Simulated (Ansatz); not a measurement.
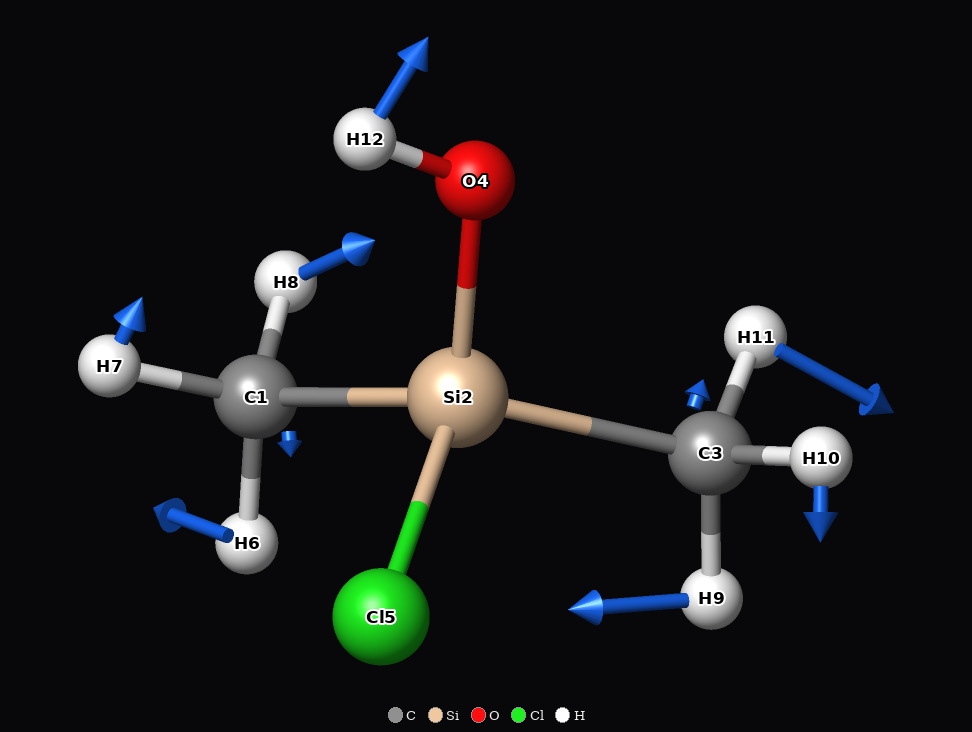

The arrows show one normal mode. Harmonic vibrations computed with RKS PBE0-D4/def2-TZVP (Ansatz 0.2.0) at a stationary point of the same level.

### Describe the motion.

Mostly H–C–Si bending.

### Estimate its harmonic wavenumber.

748 cm⁻¹; it is mode 12 of 30 counted from the lowest.
